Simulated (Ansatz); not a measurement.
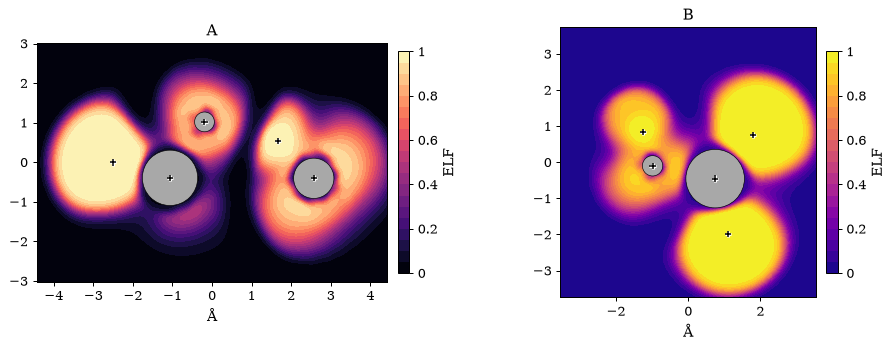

The electron localisation function of 2 systems, each on a plane through atoms (crosses mark nuclei in the plane; grey discs cover the cores).

All numbers below come from RKS PBE-D4/def2-SVP in Ansatz 0.2.0.

System 1: FH₃Si···HCl, the plane of atoms F2, Si1 and H3. 

```xyz
7

Si    0.2539    0.0001   -0.1211
F     0.1062    0.0000    1.5325
H     1.7231    0.0002   -0.4187
H    -0.3934    1.2406   -0.6531
H    -0.3932   -1.2406   -0.6531
Cl   -3.0007    0.0001    1.4900
H    -1.7670   -0.0004    1.9200
```

System 2: AlH₃O···NH₃, the plane of atoms H6, Al1 and O7. Not at a stationary point (largest force 0.9 eV/Å).

```xyz
9

Al   -0.1043    0.4437   -0.5304
N    -0.0156    0.0525    2.5426
H    -0.8001   -0.1282    3.1792
H     0.8530   -0.0574    3.0789
H     1.4052    0.0487   -0.8424
H    -1.4099   -0.3306   -1.0347
O    -0.2933    2.0155    0.2581
H    -1.1890    2.3811    0.3300
H    -0.0722    1.0512    2.2386
```

Question: Which map belongs to which system?

Answer: Panel A is system 1, FH₃Si···HCl: the plane holds Si, F, H and Cl. F2···H7 (1.91 Å): the ELF dips to about 0.10 between them. Panel B is system 2, AlH₃O···NH₃: the plane holds Al, H and O. Al–O (1.77 Å): the ELF peaks at about 0.90 in the valence shell of O, 0.7 Å from its nucleus, and is about 0.40 at the midpoint.
